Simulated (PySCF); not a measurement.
# RuS₂: relaxation and vibrations of the singlet

Where does singlet RuS₂ go from a end-on start, is the end point a minimum, and what are its modes, charges and moments?

Computed with PySCF 2.14.0. Level: PBE0, basis Ru def2-SVP with ECP28, S def2-SVP, scalar-relativistic core potentials, no spin–orbit coupling, density fitting.

### 1 Starting geometry

3 atoms, charge 0, spin multiplicity 1.

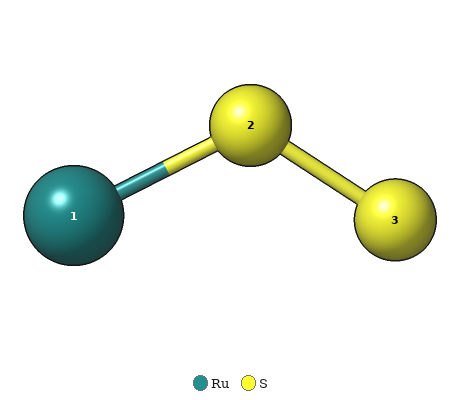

Start geometry, drawn with ruthenium teal, sulfur yellow; atoms are numbered from 1 in the order of the file.

Coordinates in bohr (charge 0 multiplicity 1):
```
Ru    0.0000    0.0000    0.0000
S     0.0000    0.0000    4.4378
S     3.3539    0.0000    6.3654
```

### 2 The SCF at the typed geometry

One driver script runs all steps and calls PySCF; scf.py shows how it sets up the SCF of each step. The optimiser is the driver's own. After this first run the driver tries any further starts and a stability analysis.

File scf.py:

```python
from pyscf import gto, scf, dft
mol = gto.M(atom='''
Ru     0.000000     0.000000     0.000000
S      0.000000     0.000000     2.348400
S      1.774800     0.000000     3.368400''',
    basis={'Ru': 'def2-SVP', 'S': 'def2-SVP'},
    ecp={'Ru': 'def2-SVP'},
    charge=0, spin=0)
mf = dft.RKS(mol, xc='PBE0')
mf.grids.atom_grid = (50, 194)
aux = {'Ru': 'def2-universal-JKFIT', 'S': 'def2-universal-JKFIT'}
mf = mf.density_fit(auxbasis=aux)
mf.conv_tol = 1e-08
mf.diis_space = 10
mf.max_cycle = 60
mf.init_guess = 'minao'
mf.verbose = 4
mf.kernel()
```

Command:

```console
$ OMP_NUM_THREADS=2 python axn.py task.json out
```

The log of the run, shortened:

```text
[... the frontier levels of the middle cycles are left out ...]
init E= -881.545324244397
  HOMO = -0.540493055260326  LUMO = -0.415701592366599  gap/eV = 3.39575
cycle= 1 E= -887.627061472622  delta_E= -6.08  |g|= 2.55  |ddm|= 2.91
cycle= 2 E= -862.500090570654  delta_E= 25.1  |g|=  7.5  |ddm|= 17.3
  HOMO = 0.0794492289757727  LUMO = 0.0935048794256482  gap/eV = 0.38247
cycle= 3 E= -880.246824212525  delta_E= -17.7  |g|= 3.73  |ddm|= 16.6
cycle= 4 E= -888.5995445551  delta_E= -8.35  |g|= 2.33  |ddm|= 8.94
cycle= 5 E= -888.877696152739  delta_E= -0.278  |g|= 2.21  |ddm|= 2.54
cycle= 6 E= -889.37668841107  delta_E= -0.499  |g|= 1.96  |ddm|= 0.614
cycle= 7 E= -888.585857719581  delta_E= 0.791  |g|= 2.32  |ddm|= 0.599
cycle= 8 E= -890.152363804247  delta_E= -1.57  |g|=  1.2  |ddm|= 1.41
cycle= 9 E= -890.399289395812  delta_E= -0.247  |g|= 0.777  |ddm|= 1.84
cycle= 10 E= -890.554468003517  delta_E= -0.155  |g|= 0.389  |ddm|= 0.558
cycle= 11 E= -890.582797539243  delta_E= -0.0283  |g|= 0.229  |ddm|= 0.172
cycle= 12 E= -890.59565643405  delta_E= -0.0129  |g|= 0.0902  |ddm|= 0.306
cycle= 13 E= -890.597984712246  delta_E= -0.00233  |g|= 0.0344  |ddm|= 0.129
cycle= 14 E= -890.59837529813  delta_E= -0.000391  |g|= 0.00415  |ddm|= 0.0391
cycle= 15 E= -890.598406470045  delta_E= -3.12e-05  |g|= 0.00227  |ddm|= 0.0253
cycle= 16 E= -890.598432191116  delta_E= -2.57e-05  |g|= 0.00222  |ddm|= 0.0327
cycle= 17 E= -890.598446334833  delta_E= -1.41e-05  |g|= 0.00129  |ddm|= 0.0277
cycle= 18 E= -890.598450759661  delta_E= -4.42e-06  |g|= 0.000597  |ddm|= 0.0189
cycle= 19 E= -890.598451300817  delta_E= -5.41e-07  |g|= 0.000313  |ddm|= 0.00705
cycle= 20 E= -890.598451354916  delta_E= -5.41e-08  |g|= 6.09e-05  |ddm|= 0.00107
cycle= 21 E= -890.598451365769  delta_E= -1.09e-08  |g|= 4.66e-05  |ddm|= 0.000587
cycle= 22 E= -890.598451371742  delta_E= -5.97e-09  |g|= 1.87e-05  |ddm|= 0.000568
  HOMO = -0.207909294090949  LUMO = -0.128289912010268  gap/eV = 2.16655
Extra cycle  E= -890.598451369615  delta_E= 2.13e-09  |g|= 0.000107  |ddm|= 0.000178
converged SCF energy = -890.598451369615
```

This step, with its further starts and checks, took 9.4 s on 2 threads of Arm Neoverse N1, shared host.

Energies from each starting density:

```
                      start  energy (Eh)
    the minimal-basis guess  -890.598451
a thermally smeared density  -890.598451
      a smeared PBE density  -890.598451
```

No lower closed-shell solution turned up from the other starts or in the test of internal stability.

### 3 End-on start, singlet: relaxation

The program finds Cs symmetry in the start, which this walk keeps. The walk stops when the largest gradient is under 0.0003 Eh/bohr and the energy has settled too.

scf.py: that of step 2 with these lines changed.

```diff
@@ -3,3 +3,3 @@
-Ru     0.000000     0.000000     0.000000
-S      0.000000     0.000000     2.348400
-S      1.774800     0.000000     3.368400''',
+Ru    -0.342144     0.000000    -1.102078
+S     -0.342144     0.000000     1.246322
+S      1.432656     0.000000     2.266322''',
@@ -16 +15,0 @@
-mf.init_guess = 'minao'
```

Energy and gradient, step by step:

```
step  energy (Eh)  change (kJ/mol)  largest symmetric gradient (Eh/bohr)
   0  -890.598451             0.00                               0.07106
   1  -890.622655           -63.55                               0.05167
   2  -890.630440           -83.99                               0.02454
   3  -890.631926           -87.89                               0.01466
   4  -890.632665           -89.83                               0.00488
   5  -890.634685           -95.13                               0.02152
   6  -890.637864          -103.48                               0.05417
   7  -890.642425          -115.45                               0.07516
   8  -890.652815          -142.73                               0.06406
   9  -890.670412          -188.93                               0.03247
  10  -890.673498          -197.04                               0.01161
  11  -890.673883          -198.05                               0.00088
  12  -890.673891          -198.07                               0.00063
  13  -890.673891          -198.07                               0.00033
  14  -890.673892          -198.07                               0.00010
```

The walk took 34 s.

Geometry (Å) and forces (eV/Å) at some steps:

```
step 0
Ru  -0.342   0.000  -1.102   0.251   0.000   3.654
S   -0.342   0.000   1.246   1.512   0.000  -2.310
S    1.433   0.000   2.266  -1.762   0.000  -1.344
step 1
Ru  -0.317   0.000  -0.985   0.213   0.000   2.657
S   -0.310   0.000   1.195   0.171   0.000  -2.163
S    1.376   0.000   2.201  -0.385   0.000  -0.494
step 7
Ru   0.164   0.000  -0.671  -0.085   0.000   3.865
S   -0.789   0.000   1.470   2.703   0.000  -2.065
S    1.373   0.000   1.611  -2.618   0.000  -1.800
step 14
Ru   0.243   0.000  -0.498   0.002   0.000   0.001
S   -0.751   0.000   1.459   0.003   0.000   0.003
S    1.256   0.000   1.450  -0.004   0.000  -0.004
```

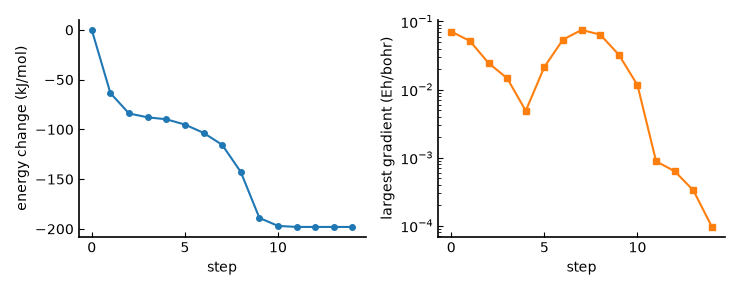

How energy and gradient fall.

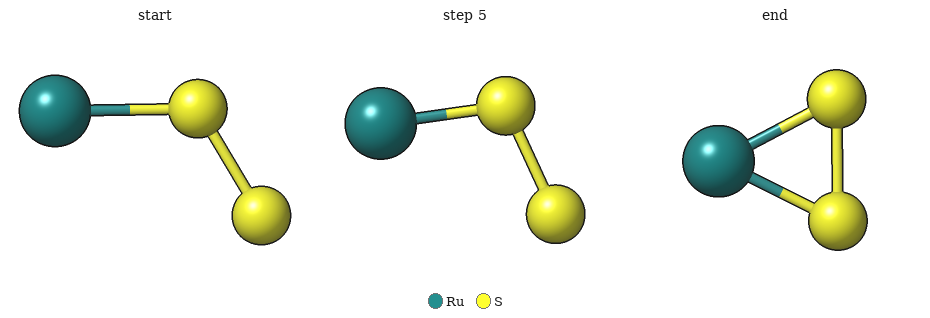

The geometry along the walk, at one scale.

End point (C2v, 14 steps, 198.1 kJ/mol gained): Ru–S 2.195 Å, Ru–S 2.197 Å, S–S 2.007 Å; Ru–S–S 62.8° (×2), S–Ru–S 54.4°.

### 4 Hessian and properties

On the finer grid the gradient is checked again; gradients at displacements of ±0.02 bohr then give force constants and infrared intensities.

scf.py: that of step 3 with these lines changed.

```diff
@@ -3,3 +3,3 @@
-Ru    -0.342144     0.000000    -1.102078
-S     -0.342144     0.000000     1.246322
-S      1.432656     0.000000     2.266322''',
+Ru    -0.003675     0.000000    -0.752774
+S     -0.997650     0.000000     1.204778
+S      1.009367     0.000000     1.194979''',
@@ -10 +10 @@
-mf.grids.atom_grid = (50, 194)
+mf.grids.atom_grid = (75, 302)
@@ -13 +13 @@
-mf.conv_tol = 1e-08
+mf.conv_tol = 1e-10
```

This SCF starts from the last density.

SCF at the final geometry:

```text
init E= -890.673923370543
  HOMO = -0.206827570398563  LUMO = -0.116241706664026  gap/eV = 2.46497
cycle= 1 E= -890.673923370246  delta_E= 2.96e-10  |g|= 3.43e-05  |ddm|= 3.89e-05
  HOMO = -0.206817314171151  LUMO = -0.116234779804294  gap/eV = 2.46488
cycle= 2 E= -890.673923363223  delta_E= 7.02e-09  |g|= 0.000167  |ddm|= 0.000185
  HOMO = -0.206826261180857  LUMO = -0.116240940264842  gap/eV = 2.46495
cycle= 3 E= -890.673923370559  delta_E= -7.34e-09  |g|= 2.01e-06  |ddm|= 0.000153
  HOMO = -0.206826067442238  LUMO = -0.116240747490451  gap/eV = 2.46495
cycle= 4 E= -890.67392337056  delta_E= -9.09e-13  |g|= 3.61e-07  |ddm|= 2.58e-06
  HOMO = -0.206826113199754  LUMO = -0.116240778196713  gap/eV = 2.46495
Extra cycle  E= -890.67392337056  delta_E= 2.27e-13  |g|= 8.67e-07  |ddm|= 1.49e-06
converged SCF energy = -890.67392337056
```

The whole step took 22 s.

Geometry: C2v; Ru–S 2.195 Å (×2), S–S 2.007 Å; Ru–S–S 62.8° (×2), S–Ru–S 54.4°.

Modes, for the most abundant isotopes:

| symmetry | ω (cm⁻¹) | IR (km/mol) | μ (u) |
| --- | --- | --- | --- |
| b2 | 202 | 1.1 | 34.73 |
| a1 | 406 | 3.0 | 42.62 |
| a1 | 603 | 15.1 | 32.45 |

Every mode is real; the point is a minimum.

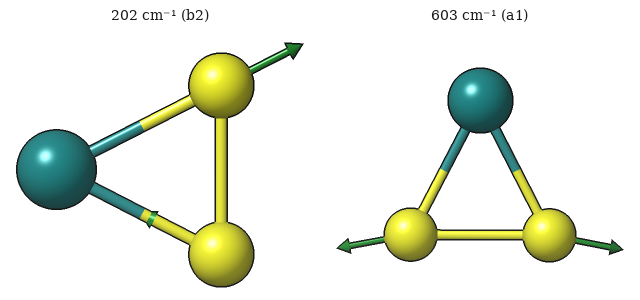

Displacements of 2 of the modes, as arrows (one member where a mode is degenerate).

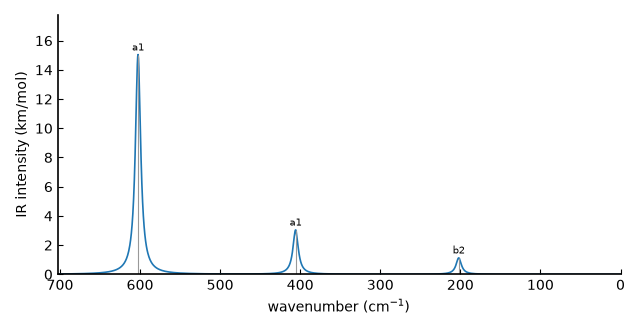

The harmonic infrared spectrum (widths in cm⁻¹). Lines are broadened to a width of 8 cm⁻¹ (Lorentzian).

Properties at this point:

| Property | Result |
| --- | --- |
| Dipole moment | 2.31 D |
| Highest occupied level | -5.63 eV |
| Lowest empty level | -3.16 eV |
| Rotational constants | 0.2618, 0.1125, 0.0787 cm⁻¹ |
| Zero-point energy | 7.2 kJ/mol |
| Principal polarisabilities | 53.8, 62.9, 71.2 bohr³ |
| Atomisation energy without zero-point energy | 598 kJ/mol |
| Principal traceless quadrupole moments about the centre of mass | -5.94, 1.14, 4.80 D Å |
| Entropy at 298.15 K and 1 bar | 290.5 J/(mol K) |
| Heat capacity Cp at 298.15 K | 51.3 J/(mol K) |
| Enthalpy at 298.15 K above 0 K | 12.59 kJ/mol |
| Rotational symmetry number | 2 |

Charges (e) and bond orders:

```csv
atom,Mulliken,Löwdin,polar tensor,Mayer order to Ru1
Ru1,0.02,-0.61,0.35,–
"S2,3",-0.01,0.30,-0.18,1.42
```

Mulliken populations on Ru1 (outside its core potential): s 2.49, p 6.19, d 7.29, f 0.01.

### 5 A spin-polarised start

A stability analysis found the closed shell of the lowest minimum unstable towards spin polarisation, so the unrestricted solution is followed.

The program finds C2v symmetry in the start, which may break.

scf.py: that of step 4 with these lines changed.

```diff
@@ -3,3 +3,3 @@
-Ru    -0.003675     0.000000    -0.752774
-S     -0.997650     0.000000     1.204778
-S      1.009367     0.000000     1.194979''',
+Ru    -0.003676     0.000000    -0.752860
+S     -0.997651     0.000000     1.204692
+S      1.009367     0.000000     1.194893''',
@@ -9,2 +9,2 @@
-mf = dft.RKS(mol, xc='PBE0')
-mf.grids.atom_grid = (75, 302)
+mf = dft.UKS(mol, xc='PBE0')
+mf.grids.atom_grid = (50, 194)
@@ -13 +13 @@
-mf.conv_tol = 1e-10
+mf.conv_tol = 1e-08
```

Energy and gradient, step by step:

```
step  energy (Eh)  change (kJ/mol)  largest gradient (Eh/bohr)
   0  -890.687520             0.00                     0.01882
   1  -890.688450            -2.44                     0.00435
   2  -890.688515            -2.61                     0.00077
   3  -890.688516            -2.61                     0.00011
```

The walk took 10 s.

Geometry (Å) and forces (eV/Å) at some steps:

```
step 0
Ru  -0.004   0.000  -0.753  -0.005   0.000  -0.596
S   -0.998   0.000   1.205  -0.964   0.000   0.303
S    1.009   0.000   1.195   0.968   0.000   0.293
step 1
Ru  -0.004   0.000  -0.759  -0.003   0.000  -0.224
S   -1.017   0.000   1.208  -0.197   0.000   0.113
S    1.028   0.000   1.198   0.200   0.000   0.111
step 2
Ru  -0.004   0.000  -0.763  -0.002   0.000  -0.040
S   -1.021   0.000   1.210  -0.011   0.000   0.020
S    1.033   0.000   1.200   0.013   0.000   0.019
step 3
Ru  -0.004   0.000  -0.764  -0.002   0.000  -0.005
S   -1.022   0.000   1.210   0.004   0.000   0.003
S    1.033   0.000   1.200  -0.003   0.000   0.002
```

After 3 steps and 2.6 kJ/mol it ends at C2v: Ru–S 2.221 Å (×2), S–S 2.055 Å; Ru–S–S 62.4° (×2), S–Ru–S 55.1°.

### 6 Vibrations and properties at this point

As before: finer grid, then central differences.

scf.py: that of step 5 with these lines changed.

```diff
@@ -3,3 +3,3 @@
-Ru    -0.003676     0.000000    -0.752860
-S     -0.997651     0.000000     1.204692
-S      1.009367     0.000000     1.194893''',
+Ru    -0.003712    -0.000000    -0.759178
+S     -1.021563    -0.000000     1.214884
+S      1.033394     0.000000     1.204837''',
@@ -10 +10 @@
-mf.grids.atom_grid = (50, 194)
+mf.grids.atom_grid = (75, 302)
@@ -13 +13 @@
-mf.conv_tol = 1e-08
+mf.conv_tol = 1e-10
```

Log of the central SCF (cycles and frontier levels):

```text
init E= -890.688548245406
[... the frontier-level lines of each cycle are left out ...]
cycle= 1 E= -890.688548245404  delta_E= 2.05e-12  |g|= 2.86e-06  |ddm|= 5.45e-06
Extra cycle  E= -890.688548245341  delta_E= 6.28e-11  |g|= 1.12e-05  |ddm|= 1.39e-05
converged SCF energy = -890.688548245341  <S^2> = 0.95406819  2S+1 = 2.1946008
```

The whole step took 64 s on 2 threads of Arm Neoverse N1, shared host.

Geometry: C2v; Ru–S 2.221 Å (×2), S–S 2.055 Å; Ru–S–S 62.4° (×2), S–Ru–S 55.1°.

Modes, for the most abundant isotopes:

```tsv
ω (cm⁻¹)	IR (km/mol)
266	11.2
381	6.3
548	21.2
```

Every mode is real; the point is a minimum.

Here the density breaks the symmetry of the frame, and no labels are given.

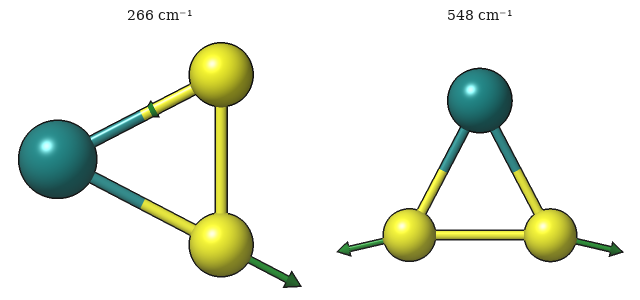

Displacements of 2 of the modes, as arrows (one member where a mode is degenerate).

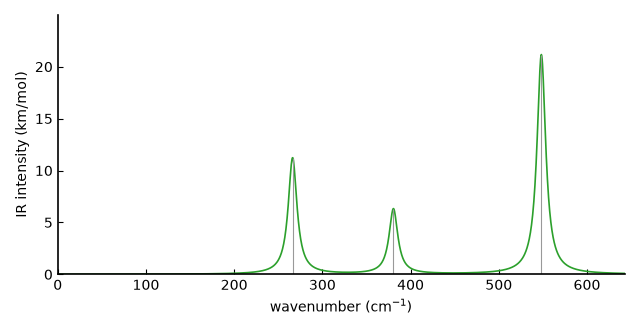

The harmonic infrared spectrum (widths in cm⁻¹). Lines are broadened to a width of 12 cm⁻¹ (Lorentzian).

Properties at this point:

- Dipole moment: 3.39 D
- Highest occupied level: -5.90 eV
- Lowest empty level: -2.69 eV
- Rotational constants: 0.2497, 0.1107, 0.07668 cm⁻¹
- Zero-point energy: 7.1 kJ/mol
- Principal polarisabilities: 60.4, 64.9, 72.2 bohr³
- Atomisation energy without zero-point energy: 636 kJ/mol
- Principal traceless quadrupole moments about the centre of mass: -5.40, -0.15, 5.55 D Å
- Entropy at 298.15 K and 1 bar: 289.6 J/(mol K)
- Heat capacity Cp at 298.15 K: 51.6 J/(mol K)
- Enthalpy at 298.15 K above 0 K: 12.50 kJ/mol
- Rotational symmetry number: 2
- Spin squared ⟨S²⟩: 0.954

Charges (e) and bond orders:

```json
{"atom": "Ru1", "Mulliken": "0.11", "Löwdin": "-0.48", "polar tensor": "0.57", "spin (Mulliken)": "0.00", "Mayer order to Ru1": "–"}
{"atom": "S2", "Mulliken": "-0.06", "Löwdin": "0.24", "polar tensor": "-0.29", "spin (Mulliken)": "0.19", "Mayer order to Ru1": "1.34"}
{"atom": "S3", "Mulliken": "-0.06", "Löwdin": "0.24", "polar tensor": "-0.29", "spin (Mulliken)": "-0.19", "Mayer order to Ru1": "1.34"}
```

Outer orbital energies (eV). α occupied: -10.84, -10.16, -9.83, -8.67, -7.11, -6.58, -6.05, -5.90; empty: -2.69, -2.64, -2.12, 0.19. β occupied: -10.84, -10.16, -9.83, -8.67, -7.11, -6.58, -6.05, -5.90; empty: -2.69, -2.64, -2.12, 0.19.

Mulliken populations on Ru1 (outside its core potential): s 2.47, p 6.19, d 7.23, f 0.01.

### 7 The points found, side by side

| spin | group | bonds | imaginary modes (cm⁻¹) | ΔE (kJ/mol) | with zero-point energy |
| --- | --- | --- | --- | --- | --- |
| broken-symmetry (Ms = 0) | C2v (density of lower symmetry) | Ru–S 2.221 Å (×2), S–S 2.055 Å | none | 0.0 | 0.0 |
| singlet | C2v | Ru–S 2.195 Å (×2), S–S 2.007 Å | none | 38.4 | 38.5 |

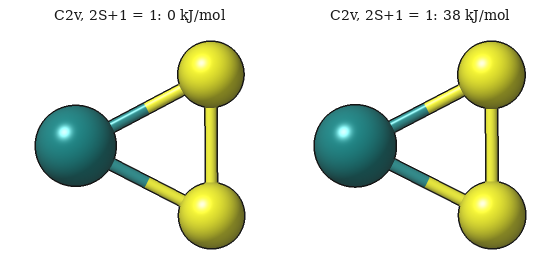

The points, lowest first (ruthenium teal, sulfur yellow).

### 8 Results

| quantity | value |
| --- | --- |
| minimum | broken-symmetry (Ms = 0), C2v |
| geometry | Ru–S 2.221 Å (×2), S–S 2.055 Å; Ru–S–S 62.4° (×2), S–Ru–S 55.1° |
| wavenumbers (cm⁻¹) | 266, 381, 548 |
| dipole moment | 3.39 D |
| highest occupied, lowest empty level (either spin) | -5.90, -2.69 eV |
| polar-tensor charge of Ru1 | +0.57 e |
| zero-point energy | 7.1 kJ/mol |
| entropy at 298.15 K | 289.6 J/(mol K) |
| atomisation energy (no zero-point energy) | 636 kJ/mol |
| ⟨S²⟩ | 0.954 |

**Reading.** The end-on start (Cs) ends in a minimum of C2v symmetry. The determinant is spin-contaminated (⟨S²⟩ = 0.95 against 0.00), so it is no pure spin state. In the infrared the band at 548 cm⁻¹ leads. Only this shape and spin were tried, so other structures or states may lie lower. The SCF density has lower symmetry than the nuclear frame.

The search up to here took 2.4 min.
